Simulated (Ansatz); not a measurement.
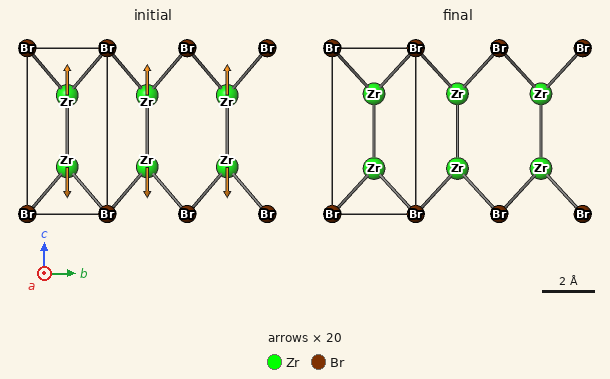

The structure of solid Zr$_{2}$Br (a generated structure, set up in P4/mmm) (coarse preliminary run) before (left) and after (right) a relaxation, at one scale. The orange arrows give the displacements (the part carried along by the change of the cell is left out), magnified 20 times.

The picture is a ball-and-stick view of the cell of the calculation, repeated 1 × 3 × 1 with one cell outlined, seen along the a axis.

All numbers below come from DFT PBE, scalar-relativistic, plane waves, PAW in Ansatz 0.2.0. (plane-wave cutoff 420 eV; k-point mesh 6 × 6 × 4; occupations gaussian; smearing width 0.1 eV; no spin polarisation; cell and atoms relaxed; force threshold 0.04 eV/Å; at most 70 steps)

### Describe what moved and what it gained.

Over 4 accepted moves (5 points after the start) the energy falls by 58.2 meV per atom. The largest force component goes from 0.37 to 0.0025 eV/Å. The pressure goes from 8.36 to 0.02 GPa. The SCF was repeated once at an unchanged geometry on a basis and grid sized afresh for the cell, which shifted the energy by 0.3 meV per atom at most. The largest moves relative to the cell, 0.061 Å, are those of Zr atoms. Br stays in place. Cell: a = b 3.106 → 3.241 Å (+4.4 %), c unchanged at 6.439 Å. Volume +8.9 %. Among the contacts that change: Zr–Zr 3.106 → 3.241 Å, Zr–Zr 2.778 → 2.900 Å, Br–Zr 2.859 → 2.896 Å. Bond angles that change, for instance: Br–Zr–Br 100.4° → 104.7°, Br–Zr–Br 65.8° → 68.1°, Zr–Zr–Br 129.8° → 127.7°. The space group stays P4/mmm (No. 123). The run took 17 s on 1 thread of Arm Neoverse V1 (shared host), peak memory 0.34 GiB.
